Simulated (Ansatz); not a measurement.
# Cu: biaxial against axial strain, part 1 of 2

Aim: for Cu, strain the cell in the xy plane and along z independently.

Method: DFT PBEsol, scalar-relativistic, plane waves, PAW, in Ansatz 0.2.0.

## Step 1: The structure to begin with

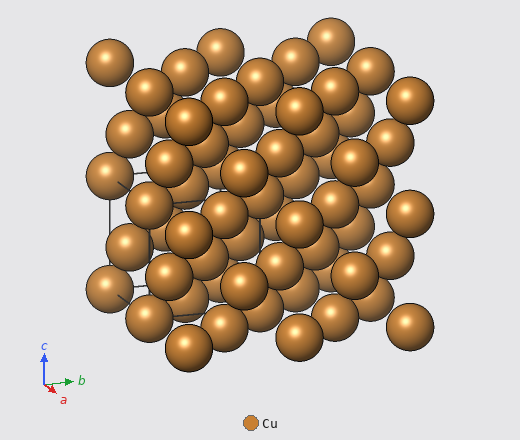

Start, viewed slightly off an axis; copper orange. 2×2×2 cells are drawn. Atoms on the faces are drawn again on the opposite ones. The cell drawn here is the conventional one.

Structure file:

```
CELL_PARAMETERS angstrom
0.00000 1.80750 1.80750
1.80750 0.00000 1.80750
1.80750 1.80750 0.00000
ATOMIC_POSITIONS crystal
Cu 0.00000 0.00000 0.00000
```

The cell is taken as given, not relaxed at this level.

## Step 2: The reference cell

The reference gives a free energy of -6588.7650 eV, pressure -6.48 GPa, largest force 0.000 eV/Å and gap on the mesh none (metal). It was computed beforehand with the settings of the runs below.

## Step 3: The scan: biaxial against axial strain

The cell is strained by p along both x and y and by q along z, with fractional coordinates fixed.

## Step 4: At p = -0.080, q = -0.080

Input file input.yaml:

```yaml
crystal:
  lattice:
    - [0.0, 1.6629, 1.6629]
    - [1.6629, 0.0, 1.6629]
    - [1.6629, 1.6629, 0.0]
  atoms:
    - { symbol: Cu, position: [0.0, 0.0, 0.0] }
basis:
  ecutwfc: 420
kpoints:
  mp_grid: { grid: [22, 22, 22] }
hamiltonian:
  xc: pbesol
scf:
  occupations: { method: gaussian, width: 0.15 }
output:
  forces: true
  stress: true
  eigenvalues: true
```

On the command line:

```sh
ansatz run input.yaml --threads 1 --pin off --max-ram 2560MiB --backend cpu --events-out ev --progress --plain --runs-dir out
```

Output, cut to the lines that bear on the results:

```text
Warning: RAYON_NUM_THREADS=1 ignored (pool sized by the plan → 1); use --threads N
[...]
Pseudopotentials: kind: paw
Pseudopotential: Cu, paw, valence charge 19, recommended cutoff 420 eV (normal), Cu.paw.azcp
Functional definition: PBEsol
[...]
Crystal: 1 atoms, lattice volume = 9.197 Å³
Basis set: ecut = 420 eV, 169 PW (Γ), exchange–correlation on 32×32×32 points (8 copies of the dense FFT grid, shifted against one another)
Bands: 14, of which v1, the nominal top of the filled ones, is band 10 counted from 1 (9 counted from 0)
Symmetry: 48 space group operations
Space group: Fm-3m (ITA 225), of the structure as read, at distance tolerance 2.1e-5 Å
k-points: 328 of 10648
[...]
SCF converged after 6 iterations
Free energy (F): -6588.461059 eV
[...]
E sigma→0 (E₀):  -6588.459378 eV
Entropy (-TS):   -0.003363 eV (-3.363 meV/atom)
Fermi energy:    22.800577 eV
[...]
--- Forces (eV/Å), atoms counted from 1 ---
  atom   1  Cu    -0.00000000     0.00000000     0.00000000
[...]
--- Stress (GPa, compression-positive) ---
       58.301343      -0.000000       0.000000
        0.000000      58.301343      -0.000000
        0.000000       0.000000      58.301343
  P = ⅓ Tr σ = 58.3013 GPa (583.013 kbar)
--- Band table (eV; the first three rows and the last of 328) ---
  k-point 0: bands = ["-90.2478", "-47.6163", "-47.6163", "-47.6163", "11.1638", "18.7979", "18.7979", "18.7979", "20.0396", "20.0396", "47.2635", "51.7480", "51.7480", "51.7480"]
[...]
```

Wall time 1.4 s (1 thread of Intel Xeon 6975P-C (Granite Rapids), shared host); peak memory 0.37 GiB.

## Step 5: p = -0.080, q = 0.000

input.yaml, as its differences from that of step 4:

```diff
@@ -2,4 +2,4 @@
   lattice:
-    - [0.0, 1.6629, 1.6629]
-    - [1.6629, 0.0, 1.6629]
+    - [0.0, 1.6629, 1.8075]
+    - [1.6629, 0.0, 1.8075]
     - [1.6629, 1.6629, 0.0]
```

On the command line:

```sh
ansatz run input.yaml --threads 1 --pin off --max-ram 2560MiB --backend cpu --events-out ev --progress --plain --runs-dir out
```

Output, cut to the lines that bear on the results:

```text
Warning: RAYON_NUM_THREADS=1 ignored (pool sized by the plan → 1); use --threads N
[...]
[... 3 set-up lines as earlier in the session ...]
[...]
Crystal: 1 atoms, lattice volume = 9.996 Å³
Basis set: ecut = 420 eV, 179 PW (Γ), exchange–correlation on 36×36×32 points (8 copies of the dense FFT grid, shifted against one another)
[...]
--- Forces (eV/Å), atoms counted from 1 ---
  atom   1  Cu     0.00000000     0.00000000    -0.00000000
[...]
--- Stress (GPa, compression-positive) ---
       32.206315       0.000000       0.000000
        0.000000      32.206315       0.000000
        0.000000       0.000000      22.082409
  P = ⅓ Tr σ = 28.8317 GPa (288.317 kbar)
--- Band table (eV; the first three rows and the last of 834) ---
  k-point 0: bands = ["-92.2090", "-49.6207", "-49.6140", "-49.6140", "9.6876", "16.5626", "17.1170", "17.1170", "17.7027", "18.2631", "44.5538", "47.7387", "48.5069", "48.5069"]
[...]
```

It took 3.5 s on 1 thread of Intel Xeon 6975P-C (Granite Rapids), shared host; peak memory 0.45 GiB.

## Step 6: Point p = -0.080, q = 0.080

input.yaml, as its differences from that of step 5:

```diff
@@ -2,4 +2,4 @@
   lattice:
-    - [0.0, 1.6629, 1.8075]
-    - [1.6629, 0.0, 1.8075]
+    - [0.0, 1.6629, 1.9521]
+    - [1.6629, 0.0, 1.9521]
     - [1.6629, 1.6629, 0.0]
```

On the command line:

```sh
ansatz run input.yaml --threads 1 --pin off --max-ram 2560MiB --backend cpu --events-out ev --progress --plain --runs-dir out
```

Output, cut to the lines that bear on the results:

```text
[...]
SCF converged after 6 iterations
Free energy (F): -6588.701289 eV
[...]
E sigma→0 (E₀):  -6588.699964 eV
Entropy (-TS):   -0.002649 eV (-2.649 meV/atom)
Fermi energy:    18.652093 eV
[...]
--- Forces (eV/Å), atoms counted from 1 ---
  atom   1  Cu     0.00000000     0.00000000     0.00000000
[...]
--- Stress (GPa, compression-positive) ---
       17.339077       0.000000       0.000000
        0.000000      17.339077       0.000000
        0.000000       0.000000      -2.635971
  P = ⅓ Tr σ = 10.6807 GPa (106.807 kbar)
--- Band table (eV; the first three rows and the last of 834) ---
  k-point 0: bands = ["-93.8859", "-51.3247", "-51.3148", "-51.3148", "8.4533", "14.6841", "15.6841", "15.6841", "15.7009", "16.6943", "42.4212", "44.4002", "45.6164", "45.6164"]
[...]
```

Run time: 3.6 s. Hardware: 1 thread of Intel Xeon 6975P-C (Granite Rapids), shared host; peak memory 0.46 GiB.

## Step 7: Point p = 0.000, q = -0.080

input.yaml, as its differences from that of step 6:

```diff
@@ -2,5 +2,5 @@
   lattice:
-    - [0.0, 1.6629, 1.9521]
-    - [1.6629, 0.0, 1.9521]
-    - [1.6629, 1.6629, 0.0]
+    - [0.0, 1.8075, 1.6629]
+    - [1.8075, 0.0, 1.6629]
+    - [1.8075, 1.8075, 0.0]
   atoms:
```

On the command line:

```sh
ansatz run input.yaml --threads 1 --pin off --max-ram 2560MiB --backend cpu --events-out ev --progress --plain --runs-dir out
```

Output, cut to the lines that bear on the results:

```text
[...]
SCF converged after 6 iterations
Free energy (F): -6588.756239 eV
[...]
E sigma→0 (E₀):  -6588.754692 eV
Entropy (-TS):   -0.003095 eV (-3.095 meV/atom)
Fermi energy:    18.478011 eV
[...]
--- Forces (eV/Å), atoms counted from 1 ---
  atom   1  Cu     0.00000000     0.00000000    -0.00000000
[...]
--- Stress (GPa, compression-positive) ---
        6.330164       0.000000       0.000000
        0.000000       6.330164       0.000000
        0.000000       0.000000      10.527676
  P = ⅓ Tr σ = 7.7293 GPa (77.293 kbar)
--- Band table (eV; the first three rows and the last of 834) ---
  k-point 0: bands = ["-94.0122", "-51.4524", "-51.4524", "-51.4475", "8.3489", "15.0549", "15.0549", "15.4800", "15.8983", "16.3323", "41.8547", "44.7324", "44.7324", "45.2853"]
[...]
```

Wall time 3.8 s (1 thread of Intel Xeon 6975P-C (Granite Rapids), shared host); peak memory 0.46 GiB.

## Step 8: p = 0.000, q = 0.080

input.yaml, as its differences from that of step 7:

```diff
@@ -2,4 +2,4 @@
   lattice:
-    - [0.0, 1.8075, 1.6629]
-    - [1.8075, 0.0, 1.6629]
+    - [0.0, 1.8075, 1.9521]
+    - [1.8075, 0.0, 1.9521]
     - [1.8075, 1.8075, 0.0]
```

On the command line:

```sh
ansatz run input.yaml --threads 1 --pin off --max-ram 2560MiB --backend cpu --events-out ev --progress --plain --runs-dir out
```

Output, cut to the lines that bear on the results:

```text
[...]
SCF converged after 6 iterations
Free energy (F): -6588.691093 eV
[...]
E sigma→0 (E₀):  -6588.689509 eV
Entropy (-TS):   -0.003169 eV (-3.169 meV/atom)
Fermi energy:    14.992477 eV
[...]
--- Forces (eV/Å), atoms counted from 1 ---
  atom   1  Cu    -0.00000000     0.00000000     0.00000000
[...]
--- Stress (GPa, compression-positive) ---
      -13.181689       0.000000       0.000000
        0.000000     -13.181689       0.000000
        0.000000       0.000000     -17.795267
  P = ⅓ Tr σ = -14.7195 GPa (-147.195 kbar)
--- Band table (eV; the first three rows and the last of 834) ---
  k-point 0: bands = ["-97.0829", "-54.5625", "-54.5619", "-54.5619", "6.1232", "11.9790", "12.3408", "12.3408", "12.7670", "13.1224", "37.0589", "38.9030", "38.9523", "38.9523"]
[...]
```

Wall time 3.8 s (1 thread of Intel Xeon 6975P-C (Granite Rapids), shared host); peak memory 0.47 GiB.

## Step 9: At p = 0.080, q = -0.080

input.yaml, as its differences from that of step 8:

```diff
@@ -2,5 +2,5 @@
   lattice:
-    - [0.0, 1.8075, 1.9521]
-    - [1.8075, 0.0, 1.9521]
-    - [1.8075, 1.8075, 0.0]
+    - [0.0, 1.9521, 1.6629]
+    - [1.9521, 0.0, 1.6629]
+    - [1.9521, 1.9521, 0.0]
   atoms:
```

On the command line:

```sh
ansatz run input.yaml --threads 1 --pin off --max-ram 2560MiB --backend cpu --events-out ev --progress --plain --runs-dir out
```

Output, cut to the lines that bear on the results:

```text
[...]
SCF converged after 6 iterations
Free energy (F): -6588.687766 eV
[...]
E sigma→0 (E₀):  -6588.685574 eV
Entropy (-TS):   -0.004384 eV (-4.384 meV/atom)
Fermi energy:    15.104508 eV
[...]
--- Forces (eV/Å), atoms counted from 1 ---
  atom   1  Cu     0.00000000     0.00000000     0.00000000
[...]
--- Stress (GPa, compression-positive) ---
      -14.898575       0.000000      -0.000000
        0.000000     -14.898575       0.000000
       -0.000000       0.000000     -12.015475
  P = ⅓ Tr σ = -13.9375 GPa (-139.375 kbar)
--- Band table (eV; the first three rows and the last of 834) ---
  k-point 0: bands = ["-96.9674", "-54.4457", "-54.4457", "-54.4434", "6.2063", "12.1721", "12.1721", "12.7023", "12.7714", "13.3050", "37.6191", "39.2618", "39.2618", "39.6961"]
[...]
```

It took 3.9 s on 1 thread of Intel Xeon 6975P-C (Granite Rapids), shared host; peak memory 0.48 GiB.

## Step 10: Point p = 0.080, q = 0.000

input.yaml, as its differences from that of step 9:

```diff
@@ -2,4 +2,4 @@
   lattice:
-    - [0.0, 1.9521, 1.6629]
-    - [1.9521, 0.0, 1.6629]
+    - [0.0, 1.9521, 1.8075]
+    - [1.9521, 0.0, 1.8075]
     - [1.9521, 1.9521, 0.0]
```

On the command line:

```sh
ansatz run input.yaml --threads 1 --pin off --max-ram 2560MiB --backend cpu --events-out ev --progress --plain --runs-dir out
```

Output, cut to the lines that bear on the results:

```text
Warning: RAYON_NUM_THREADS=1 ignored (pool sized by the plan → 1); use --threads N
[...]
[... 3 set-up lines as earlier in the session ...]
[...]
Crystal: 1 atoms, lattice volume = 13.776 Å³
Basis set: ecut = 420 eV, 275 PW (Γ), exchange–correlation on 36×36×40 points (8 copies of the dense FFT grid, shifted against one another)
[...]
--- Forces (eV/Å), atoms counted from 1 ---
  atom   1  Cu    -0.00000000     0.00000000    -0.00000000
[...]
--- Stress (GPa, compression-positive) ---
      -20.772164      -0.000000       0.000000
       -0.000000     -20.772164      -0.000000
        0.000000       0.000000     -18.593499
  P = ⅓ Tr σ = -20.0459 GPa (-200.459 kbar)
--- Band table (eV; the first three rows and the last of 834) ---
  k-point 0: bands = ["-98.3836", "-55.8776", "-55.8776", "-55.8761", "5.1978", "10.8615", "10.8615", "11.1432", "11.4543", "11.7355", "34.9591", "36.2925", "36.2925", "36.3099"]
[...]
```

Run time: 4 s. Hardware: 1 thread of Intel Xeon 6975P-C (Granite Rapids), shared host; peak memory 0.48 GiB.

## Step 11: Point p = 0.080, q = 0.080

input.yaml, as its differences from that of step 10:

```diff
@@ -2,4 +2,4 @@
   lattice:
-    - [0.0, 1.9521, 1.8075]
-    - [1.9521, 0.0, 1.8075]
+    - [0.0, 1.9521, 1.9521]
+    - [1.9521, 0.0, 1.9521]
     - [1.9521, 1.9521, 0.0]
```

On the command line:

```sh
ansatz run input.yaml --threads 1 --pin off --max-ram 2560MiB --backend cpu --events-out ev --progress --plain --runs-dir out
```

Output, cut to the lines that bear on the results:

```text
[...]
SCF converged after 6 iterations
Free energy (F): -6588.436415 eV
[...]
E sigma→0 (E₀):  -6588.434894 eV
Entropy (-TS):   -0.003042 eV (-3.042 meV/atom)
Fermi energy:    12.157150 eV
[...]
--- Forces (eV/Å), atoms counted from 1 ---
  atom   1  Cu    -0.00000000     0.00000000     0.00000000
[...]
--- Stress (GPa, compression-positive) ---
      -23.065767      -0.000000       0.000000
       -0.000000     -23.065767      -0.000000
       -0.000000      -0.000000     -23.065767
  P = ⅓ Tr σ = -23.0658 GPa (-230.658 kbar)
--- Band table (eV; the first three rows and the last of 328) ---
  k-point 0: bands = ["-99.5856", "-57.0910", "-57.0910", "-57.0910", "4.3538", "9.7729", "9.7729", "9.7729", "10.3607", "10.3607", "32.8705", "33.7234", "33.7234", "33.7234"]
[...]
```

Run time: 1.7 s. Hardware: 1 thread of Intel Xeon 6975P-C (Granite Rapids), shared host; peak memory 0.39 GiB.

## Step 12: Point p = -0.080, q = -0.040

input.yaml, as its differences from that of step 11:

```diff
@@ -2,5 +2,5 @@
   lattice:
-    - [0.0, 1.9521, 1.9521]
-    - [1.9521, 0.0, 1.9521]
-    - [1.9521, 1.9521, 0.0]
+    - [0.0, 1.6629, 1.7352]
+    - [1.6629, 0.0, 1.7352]
+    - [1.6629, 1.6629, 0.0]
   atoms:
```

On the command line:

```sh
ansatz run input.yaml --threads 1 --pin off --max-ram 2560MiB --backend cpu --events-out ev --progress --plain --runs-dir out
```

Output, cut to the lines that bear on the results:

```text
[...]
SCF converged after 6 iterations
Free energy (F): -6588.581267 eV
[...]
E sigma→0 (E₀):  -6588.579798 eV
Entropy (-TS):   -0.002939 eV (-2.939 meV/atom)
Fermi energy:    21.627315 eV
[...]
--- Forces (eV/Å), atoms counted from 1 ---
  atom   1  Cu     0.00000000    -0.00000000     0.00000000
[...]
--- Stress (GPa, compression-positive) ---
       43.505081       0.000000       0.000000
        0.000000      43.505081      -0.000000
        0.000000       0.000000      38.483062
  P = ⅓ Tr σ = 41.8311 GPa (418.311 kbar)
--- Band table (eV; the first three rows and the last of 834) ---
  k-point 0: bands = ["-91.2679", "-48.6605", "-48.6566", "-48.6566", "10.3914", "17.6302", "17.9211", "17.9211", "18.8266", "19.1236", "45.8243", "49.6181", "50.0844", "50.0844"]
[...]
```

It took 3.5 s on 1 thread of Intel Xeon 6975P-C (Granite Rapids), shared host; peak memory 0.45 GiB.

## Step 13: p = -0.080, q = 0.040

input.yaml, as its differences from that of step 12:

```diff
@@ -2,4 +2,4 @@
   lattice:
-    - [0.0, 1.6629, 1.7352]
-    - [1.6629, 0.0, 1.7352]
+    - [0.0, 1.6629, 1.8798]
+    - [1.6629, 0.0, 1.8798]
     - [1.6629, 1.6629, 0.0]
@@ -19 +19,5 @@
   eigenvalues: true
+  write_density: true
+  write_potential: true
+  elf: true
+  volumetric_format: npy
```

On the command line:

```sh
ansatz run input.yaml --threads 1 --pin off --max-ram 2560MiB --backend cpu --events-out ev --progress --plain --runs-dir out
```

Output, cut to the lines that bear on the results:

```text
[...]
SCF converged after 6 iterations
Free energy (F): -6588.694123 eV
[...]
E sigma→0 (E₀):  -6588.692832 eV
Entropy (-TS):   -0.002581 eV (-2.581 meV/atom)
Fermi energy:    19.557570 eV
[...]
--- Forces (eV/Å), atoms counted from 1 ---
  atom   1  Cu     0.00000000    -0.00000000    -0.00000000
[...]
--- Stress (GPa, compression-positive) ---
       23.504304       0.000000       0.000000
        0.000000      23.504304       0.000000
        0.000000       0.000000       8.755576
  P = ⅓ Tr σ = 18.5881 GPa (185.881 kbar)
--- Band table (eV; the first three rows and the last of 834) ---
  k-point 0: bands = ["-93.0802", "-50.5060", "-50.4988", "-50.4988", "9.0439", "15.5825", "16.3740", "16.3740", "16.6625", "17.4530", "43.4266", "46.0343", "47.0160", "47.0160"]
[...]
```

It took 4.8 s on 1 thread of Intel Xeon 6975P-C (Granite Rapids), shared host; peak memory 0.46 GiB.

The maps below are laid out on this run's own conventional cell (a, b, c = 2.352, 2.352, 3.760 Å).

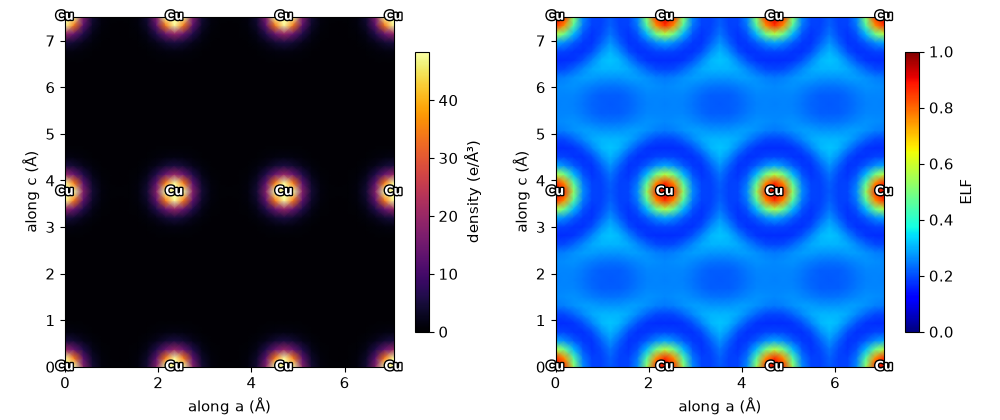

Density (left) and ELF (right) in a lattice plane of the grid's cell (edges 2.35 and 3.76 Å, at 0.000 of the third edge), which holds Cu. Only atoms in the plane are labelled; the density scale stops at 48.40 e/Å³. Both are smooth fields of the valence electrons: close to the nuclei they are not physical.

## Step 14: p = -0.040, q = -0.080

input.yaml, as its differences from that of step 13:

```diff
@@ -2,5 +2,5 @@
   lattice:
-    - [0.0, 1.6629, 1.8798]
-    - [1.6629, 0.0, 1.8798]
-    - [1.6629, 1.6629, 0.0]
+    - [0.0, 1.7352, 1.6629]
+    - [1.7352, 0.0, 1.6629]
+    - [1.7352, 1.7352, 0.0]
   atoms:
```

On the command line:

```sh
ansatz run input.yaml --threads 1 --pin off --max-ram 2560MiB --backend cpu --events-out ev --progress --plain --runs-dir out
```

Output, cut to the lines that bear on the results:

```text
[...]
SCF converged after 6 iterations
Free energy (F): -6588.672120 eV
[...]
E sigma→0 (E₀):  -6588.670605 eV
Entropy (-TS):   -0.003030 eV (-3.030 meV/atom)
Fermi energy:    20.494970 eV
[...]
--- Forces (eV/Å), atoms counted from 1 ---
  atom   1  Cu     0.00000000     0.00000000     0.00000000
[...]
--- Stress (GPa, compression-positive) ---
       26.897563       0.000000      -0.000000
        0.000000      26.897563      -0.000000
       -0.000000      -0.000000      29.998394
  P = ⅓ Tr σ = 27.9312 GPa (279.312 kbar)
--- Band table (eV; the first three rows and the last of 834) ---
  k-point 0: bands = ["-92.2455", "-49.6557", "-49.6557", "-49.6527", "9.6567", "16.8002", "16.8002", "17.0546", "17.8319", "18.0923", "44.3878", "48.0167", "48.0167", "48.4181"]
[...]
```

It took 5 s on 1 thread of Intel Xeon 6975P-C (Granite Rapids), shared host; peak memory 0.45 GiB.

Axes a, b and c in the maps are those of this run's conventional cell (a, b, c = 2.454, 2.454, 3.326 Å).

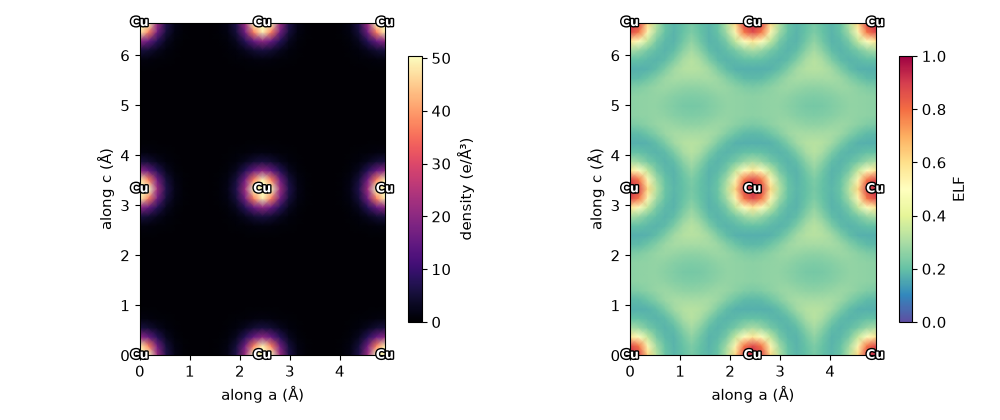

Density (left) and ELF (right) in a lattice plane of the grid's cell (edges 2.45 and 3.33 Å, at 0.000 of the third edge), which holds Cu. Only atoms in the plane are labelled; the density scale stops at 50.38 e/Å³. Both are smooth fields of the valence electrons: close to the nuclei they are not physical.

## Step 15: p = -0.040, q = 0.000

Input file input.yaml:

```yaml
crystal:
  lattice:
    - [0.0, 1.7352, 1.8075]
    - [1.7352, 0.0, 1.8075]
    - [1.7352, 1.7352, 0.0]
  atoms:
    - { symbol: Cu, position: [0.0, 0.0, 0.0] }
basis:
  ecutwfc: 420
kpoints:
  mp_grid: { grid: [22, 22, 22] }
hamiltonian:
  xc: pbesol
scf:
  occupations: { method: gaussian, width: 0.15 }
output:
  forces: true
  stress: true
  eigenvalues: true
```

On the command line:

```sh
ansatz run input.yaml --threads 1 --pin off --max-ram 2560MiB --backend cpu --events-out ev --progress --plain --runs-dir out
```

Output, cut to the lines that bear on the results:

```text
[...]
SCF converged after 6 iterations
Free energy (F): -6588.763209 eV
[...]
E sigma→0 (E₀):  -6588.761844 eV
Entropy (-TS):   -0.002729 eV (-2.729 meV/atom)
Fermi energy:    18.432499 eV
[...]
--- Forces (eV/Å), atoms counted from 1 ---
  atom   1  Cu    -0.00000000    -0.00000000     0.00000000
[...]
--- Stress (GPa, compression-positive) ---
        8.383421       0.000000       0.000000
        0.000000       8.383421       0.000000
        0.000000      -0.000000       5.051884
  P = ⅓ Tr σ = 7.2729 GPa (72.729 kbar)
--- Band table (eV; the first three rows and the last of 834) ---
  k-point 0: bands = ["-94.0459", "-51.4867", "-51.4849", "-51.4849", "8.3218", "14.9948", "15.2287", "15.2287", "15.9819", "16.2167", "41.6898", "44.6397", "44.8704", "44.8704"]
[...]
```

Wall time 3.5 s (1 thread of Intel Xeon 6975P-C (Granite Rapids), shared host); peak memory 0.46 GiB.

## Step 16: p = -0.040, q = 0.080

input.yaml, as its differences from that of step 15:

```diff
@@ -2,4 +2,4 @@
   lattice:
-    - [0.0, 1.7352, 1.8075]
-    - [1.7352, 0.0, 1.8075]
+    - [0.0, 1.7352, 1.9521]
+    - [1.7352, 0.0, 1.9521]
     - [1.7352, 1.7352, 0.0]
```

On the command line:

```sh
ansatz run input.yaml --threads 1 --pin off --max-ram 2560MiB --backend cpu --events-out ev --progress --plain --runs-dir out
```

Output, cut to the lines that bear on the results:

```text
Warning: RAYON_NUM_THREADS=1 ignored (pool sized by the plan → 1); use --threads N
[...]
[... 3 set-up lines as earlier in the session ...]
[...]
Crystal: 1 atoms, lattice volume = 11.755 Å³
Basis set: ecut = 420 eV, 239 PW (Γ), exchange–correlation on 36×36×36 points (8 copies of the dense FFT grid, shifted against one another)
[...]
--- Forces (eV/Å), atoms counted from 1 ---
  atom   1  Cu     0.00000000     0.00000000    -0.00000000
[...]
--- Stress (GPa, compression-positive) ---
       -1.995069       0.000000       0.000000
        0.000000      -1.995069      -0.000000
        0.000000       0.000000     -11.576033
  P = ⅓ Tr σ = -5.1887 GPa (-51.887 kbar)
--- Band table (eV; the first three rows and the last of 834) ---
  k-point 0: bands = ["-95.5869", "-53.0475", "-53.0461", "-53.0461", "7.2050", "13.2581", "13.8974", "13.8974", "14.1591", "14.7870", "39.5692", "41.7215", "42.0760", "42.0760"]
[...]
```

It took 3.6 s on 1 thread of Intel Xeon 6975P-C (Granite Rapids), shared host; peak memory 0.47 GiB.

(Continued in part 2 of 2.)
